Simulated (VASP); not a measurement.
Here is the system:

```yaml
crystal:
  lattice:
    - [0.00000, 2.26178, 2.26178]
    - [2.26178, 0.00000, 2.26178]
    - [2.26178, 2.26178, 0.00000]
  atoms:
    - { symbol: Ga, position: [0.00000, 0.00000, 0.00000] }
    - { symbol: N, position: [0.25000, 0.25000, 0.25000] }
```

Level of theory: PBE GGA with D3 dispersion (zero damping), VASP's PBE PAW potentials (set 64) (plane waves; VASP). Settings: 520 eV cut-off, 11×11×11 Γ-centred mesh, tetrahedra with Blöchl corrections, potentials Ga_d N.

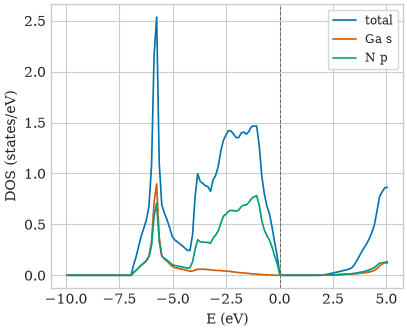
Figure: Total and projected density of states, zero at the valence-band maximum

Within 2 eV below the valence-band maximum the largest weight inside VASP's projection spheres is N p, then Ga p.

The gap is direct, 1.65 eV, from the valence maximum at Γ to the conduction minimum at Γ.

The compound is GaN in the zinc blende structure, a metastable form; wurtzite is the usual one. It was relaxed first.
